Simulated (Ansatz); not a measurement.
# CCSD/6-311+G(d,p) run of C2H4Si (ethynylsilane)

Aim: the vertical ionisation energy of C2H4Si (ethynylsilane) at CCSD/6-311+G**, from 2 runs. 

The results are computed with Ansatz 0.2.0.

49 further runs of the same task are left out: 7 that didn't finish, 42 set aside as unsound or not needed.

## Step 1: Starting point

C2H4Si has 7 atoms, charge 0, and is taken as a singlet. SMILES: `C#C[SiH3]`. The coordinates come from a PBE0-D4/def2-TZVP relaxation.

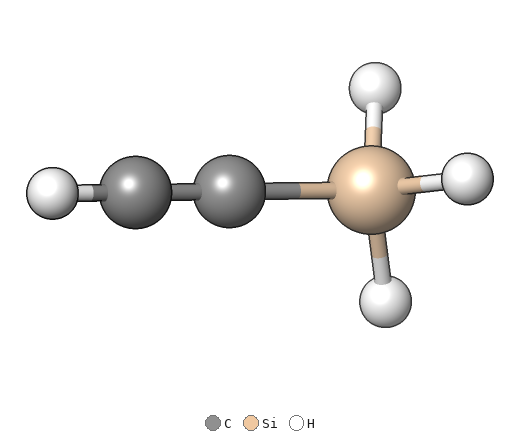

The structure, seen from a chosen angle (carbon grey, silicon light orange, hydrogen white).

## Step 2: A single-point energy at CCSD/6-311+G(d,p)

Input file input.yaml:

```yaml
crystal:
  periodic: [false, false, false]
  atoms:
    - {symbol: C, position_ang: [-0.580700, -1.871400, 0.172200]}
    - {symbol: C, position_ang: [-0.218500, -0.726500, 0.062400]}
    - {symbol: Si, position_ang: [0.329800, 1.004300, -0.103800]}
    - {symbol: H, position_ang: [-0.901000, -2.883500, 0.269300]}
    - {symbol: H, position_ang: [-0.094500, 1.528300, -1.425000]}
    - {symbol: H, position_ang: [-0.281700, 1.818100, 0.974900]}
    - {symbol: H, position_ang: [1.807900, 1.062900, 0.004400]}
basis:
  gaussian:
    orbitals: 6-311+G_st__st_-spherical.json
scf:
  omitted_lower_state_checks: [cluster_reference, increment]
correlation:
  method: ccsd
  frozen_orbitals: {C: 1, H: 0, Si: 5}
accuracy: high
```

The basis set 6-311+G** is read from a file made from the Basis Set Exchange's data (not shown).

Launch:

```sh
$ ansatz run input.yaml --threads 1 --pin off --max-ram 3480MiB --events-out events.jsonl --progress --plain --runs-dir runs
```

What it wrote:

```text
Warning: RAYON_NUM_THREADS=1 ignored (pool sized by the plan → 1); use --threads N
Functional definition: HF
  name "HF"
  exchange = exact_x
  correlation = 0
these checks for a lower state are left out or cut short: cluster_reference, increment
1694 factors; integrals over basis functions are off by at most 4.2e-9 eV
mean field evaluation 1: about -9983.0907 eV, gradient 2.7e1 eV
mean field evaluation 2: about -9983.1094 eV, gradient 2.7e1 eV
mean field evaluation 4: about -9985.4809 eV, gradient 2.8e0 eV
mean field evaluation 8: about -9985.5111 eV, gradient 1.1e-4 eV
mean field -9985.51109907 eV, -366.9607644683 hartree, gradient 1.8e-8 eV, S^2 0.000000; 0 other end points of the search recorded, 0 dependent functions left out
7 core orbitals not correlated: weight in the atoms' cores, before any rotation towards them, 1.000 or more for the frozen orbitals, at most 0.000 for the correlated occupied ones
reference -9985.51109907 eV, -366.9607644683 hartree; 8, 8 occupied and 83, 83 virtual orbitals, 1694 factors
second order -10.07506792 eV of doubles, -0.00000000 eV of singles
cycle   1  -10.46738317 eV  change   -3.9e-1 eV  update   8.8e-2
cycle   2  -10.86732142 eV  change   -4.0e-1 eV  update   2.8e-2
cycle   3  -10.94716087 eV  change   -8.0e-2 eV  update   1.3e-2
cycle   4  -10.95170171 eV  change   -4.5e-3 eV  update   3.8e-3
cycle   5  -10.95323304 eV  change   -1.5e-3 eV  update   1.1e-3
cycle   6  -10.95335061 eV  change   -1.2e-4 eV  update   3.0e-4
cycle   7  -10.95348768 eV  change   -1.4e-4 eV  update   8.0e-5
cycle   8  -10.95354932 eV  change   -6.2e-5 eV  update   2.6e-5
cycle   9  -10.95354893 eV  change    3.9e-7 eV  update   7.1e-6
cycle  10  -10.95354979 eV  change   -8.6e-7 eV  update   2.4e-6
cycle  11  -10.95355163 eV  change   -1.8e-6 eV  update   8.7e-7
cycle  12  -10.95355137 eV  change    2.6e-7 eV  update   2.2e-7
cycle  13  -10.95355170 eV  change   -3.2e-7 eV  update   8.4e-8
cycle  14  -10.95355176 eV  change   -6.3e-8 eV  update   3.8e-8
cycle  15  -10.95355178 eV  change   -1.6e-8 eV  update   2.4e-8
cycle  16  -10.95355191 eV  change   -1.3e-7 eV  update   1.2e-7
cycle  17  -10.95355196 eV  change   -4.8e-8 eV  update   3.0e-8
cycle  18  -10.95355196 eV  change   -2.3e-9 eV  update   8.6e-9
cycle  19  -10.95355196 eV  change   -1.9e-9 eV  update   2.5e-9
cycle  20  -10.95355196 eV  change   3.6e-10 eV  update  7.3e-10
Total energy: -9996.46465103 eV, -367.3633000783 hartree
Checks for a lower state left out: cluster_reference, increment
```

Wall time 14 s (1 thread of Arm Neoverse V1, shared host); peak memory 0.64 GiB.

## Step 3: The doublet cation, same level

Input file in.yaml:

```yaml
crystal:
  periodic: [false, false, false]
  atoms:
    - {symbol: C, position_ang: [-0.580700, -1.871400, 0.172200]}
    - {symbol: C, position_ang: [-0.218500, -0.726500, 0.062400]}
    - {symbol: Si, position_ang: [0.329800, 1.004300, -0.103800]}
    - {symbol: H, position_ang: [-0.901000, -2.883500, 0.269300]}
    - {symbol: H, position_ang: [-0.094500, 1.528300, -1.425000]}
    - {symbol: H, position_ang: [-0.281700, 1.818100, 0.974900]}
    - {symbol: H, position_ang: [1.807900, 1.062900, 0.004400]}
basis:
  gaussian:
    orbitals: 6-311+G_st__st_-spherical.json
total_charge: 1
magnetization:
  spin_polarized: true
  initial_magnetization: 1
correlation:
  method: ccsd
  frozen_orbitals: {C: 1, H: 0, Si: 5}
accuracy: high
scf:
  omitted_lower_state_checks: [cluster_reference, increment]
```

The basis set 6-311+G** is read from a file made from the Basis Set Exchange's data (not shown).

Launch:

```sh
$ ansatz run in.yaml --threads 1 --pin off --max-ram 3480MiB --events-out events.jsonl --progress --plain --runs-dir runs
```

What it wrote:

```text
Warning: RAYON_NUM_THREADS=1 ignored (pool sized by the plan → 1); use --threads N
[... 4 set-up lines as earlier in the session ...]
these checks for a lower state are left out or cut short: cluster_reference, increment
1694 factors; integrals over basis functions are off by at most 4.2e-9 eV
mean field evaluation 1: about -9968.9561 eV, gradient 2.9e1 eV
mean field evaluation 2: about -9968.9808 eV, gradient 2.9e1 eV
mean field evaluation 4: about -9975.2184 eV, gradient 4.1e0 eV
mean field evaluation 8: about -9975.9935 eV, gradient 4.7e-1 eV
mean field evaluation 16: about -9976.0020 eV, gradient 1.7e-2 eV
mean field evaluation 32: about -9976.0020 eV, gradient 5.0e-5 eV
mean field evaluation 64: about -9976.0020 eV, gradient 4.4e-2 eV
mean field evaluation 96: about -9975.6285 eV, gradient 2.3e0 eV
mean field evaluation 128: about -9975.8764 eV, gradient 4.9e0 eV
mean field evaluation 160: about -9976.0020 eV, gradient 4.5e-2 eV
mean field evaluation 192: about -9976.0021 eV, gradient 1.3e-3 eV
mean field evaluation 224: about -9976.0021 eV, gradient 1.3e-4 eV
mean field -9976.00205652 eV, -366.6113136001 hartree, gradient 4.3e-11 eV, S^2 0.755452; 9 other end points of the search recorded, 0 dependent functions left out
7 core orbitals not correlated: weight in the atoms' cores, before any rotation towards them, 1.000 or more for the frozen orbitals, at most 0.000 for the correlated occupied ones
reference -9976.00205652 eV, -366.6113136001 hartree; 8, 7 occupied and 83, 84 virtual orbitals, 1694 factors
second order -8.53188502 eV of doubles, -0.00000000 eV of singles
cycle   1  -9.33489865 eV  change   -8.0e-1 eV  update   8.4e-2
cycle   2  -9.71027129 eV  change   -3.8e-1 eV  update   3.0e-2
cycle   3  -9.77013677 eV  change   -6.0e-2 eV  update   2.3e-2
cycle   4  -9.77834750 eV  change   -8.2e-3 eV  update   1.5e-2
cycle   5  -9.78324771 eV  change   -4.9e-3 eV  update   1.1e-2
cycle   6  -9.78935928 eV  change   -6.1e-3 eV  update   5.7e-3
cycle   7  -9.78959905 eV  change   -2.4e-4 eV  update   1.6e-3
cycle   8  -9.79046374 eV  change   -8.6e-4 eV  update   6.7e-4
cycle   9  -9.79049585 eV  change   -3.2e-5 eV  update   2.1e-4
cycle  10  -9.79037471 eV  change    1.2e-4 eV  update   1.0e-4
cycle  11  -9.79043045 eV  change   -5.6e-5 eV  update   5.1e-5
cycle  12  -9.79045278 eV  change   -2.2e-5 eV  update   2.2e-5
cycle  13  -9.79045725 eV  change   -4.5e-6 eV  update   9.9e-6
cycle  14  -9.79046117 eV  change   -3.9e-6 eV  update   3.9e-6
cycle  15  -9.79045658 eV  change    4.6e-6 eV  update   1.6e-6
cycle  16  -9.79045612 eV  change    4.6e-7 eV  update   8.4e-7
cycle  17  -9.79045583 eV  change    3.0e-7 eV  update   5.6e-7
cycle  18  -9.79045583 eV  change  -7.0e-10 eV  update   3.5e-7
cycle  19  -9.79045611 eV  change   -2.8e-7 eV  update   1.9e-7
cycle  20  -9.79045607 eV  change    3.8e-8 eV  update   9.6e-8
cycle  21  -9.79045609 eV  change   -2.3e-8 eV  update   5.2e-8
cycle  22  -9.79045607 eV  change    2.4e-8 eV  update   3.3e-8
cycle  23  -9.79045597 eV  change    1.0e-7 eV  update   9.4e-8
cycle  24  -9.79045596 eV  change    8.9e-9 eV  update   3.0e-8
cycle  25  -9.79045595 eV  change    6.8e-9 eV  update   1.2e-8
cycle  26  -9.79045595 eV  change    1.1e-9 eV  update   7.9e-9
cycle  27  -9.79045595 eV  change   -2.0e-9 eV  update   6.2e-9
cycle  28  -9.79045595 eV  change  -8.5e-10 eV  update   5.9e-9
cycle  29  -9.79045595 eV  change   -1.2e-9 eV  update   5.6e-9
cycle  30  -9.79045595 eV  change   -1.0e-9 eV  update   5.5e-9
cycle  31  -9.79045595 eV  change  -3.8e-10 eV  update   5.4e-9
cycle  32  -9.79045595 eV  change  -3.0e-10 eV  update   5.4e-9
cycle  33  -9.79045595 eV  change  -6.5e-11 eV  update   5.4e-9
cycle  34  -9.79045595 eV  change    1.2e-9 eV  update   5.3e-9
cycle  35  -9.79045595 eV  change  -3.2e-10 eV  update   5.1e-9
cycle  36  -9.79045595 eV  change  -6.9e-10 eV  update   4.5e-9
cycle  37  -9.79045595 eV  change  -7.9e-10 eV  update   3.2e-9
cycle  38  -9.79045595 eV  change    1.2e-9 eV  update   1.7e-9
Total energy: -9985.79251248 eV, -366.9711062202 hartree
Checks for a lower state left out: cluster_reference, increment
```

Run time: 2.2 min. Hardware: 1 thread of Arm Neoverse V1, shared host; peak memory 1.2 GiB.

## Step 4: Summary of results

Level: CCSD/6-311+G**, 7 core orbitals frozen.

```
                                                   quantity          value
                               singlet C2H4Si: total energy  -367.36330 Eh
singlet C2H4Si: correlation energy (7 core orbitals frozen)     -402.5 mEh
                              singlet C2H4Si: T1 diagnostic          0.013
                               doublet cation: total energy  -366.97111 Eh
doublet cation: correlation energy (7 core orbitals frozen)     -359.8 mEh
          doublet cation: ⟨S²⟩ of the reference determinant          0.755
                              doublet cation: T1 diagnostic          0.030
         vertical ionisation energy (to the doublet cation)      10.672 eV
```

Removing an electron at fixed nuclei costs 10.67 eV (246 kcal/mol).
